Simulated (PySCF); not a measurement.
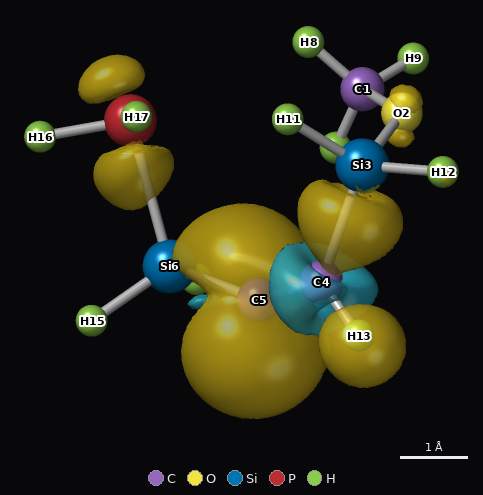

C3H10OPSi2 (SMILES CO[SiH2]/C=[C]\[SiH2]P) (doublet). Isosurfaces of the spin density at +0.015 (yellow) and −0.015 e/Å³ (cyan), seen at a tilt.

Geometry: GFN2-xTB.

Theory: UKS B3LYP, pcH-1 on C H O P Si, non-relativistic, mean-field spin-orbit, GIAO in PySCF.

```yaml
atoms:
  - { symbol: C, position_ang: [-1.5197, -0.1708, 1.6067] }
  - { symbol: O, position_ang: [-2.1861, 0.2349, 0.4505] }
  - { symbol: Si, position_ang: [-1.6209, 0.7889, -0.9578] }
  - { symbol: C, position_ang: [-0.4601, -0.5044, -1.7959] }
  - { symbol: C, position_ang: [0.6447, -0.9581, -1.3032] }
  - { symbol: Si, position_ang: [1.9688, -0.9735, -0.0468] }
  - { symbol: P, position_ang: [1.8870, 0.7396, 1.4493] }
  - { symbol: H, position_ang: [-0.9781, 0.6657, 2.0570] }
  - { symbol: H, position_ang: [-2.2643, -0.5418, 2.3123] }
  - { symbol: H, position_ang: [-0.8035, -0.9661, 1.3803] }
  - { symbol: H, position_ang: [-0.8638, 2.0362, -0.8271] }
  - { symbol: H, position_ang: [-2.8741, 0.8842, -1.6874] }
  - { symbol: H, position_ang: [-0.8435, -0.8801, -2.7400] }
  - { symbol: H, position_ang: [1.8784, -2.1897, 0.7698] }
  - { symbol: H, position_ang: [3.2506, -0.9046, -0.7628] }
  - { symbol: H, position_ang: [3.2286, 1.0553, 1.3498] }
  - { symbol: H, position_ang: [1.5490, 1.6961, 0.5085] }
```

Where is the unpaired spin?

The unpaired spin (1 electron) lies mostly on C5 (about 0.6) and Si6 (about 0.1), in electrons by Hirshfeld's partition.
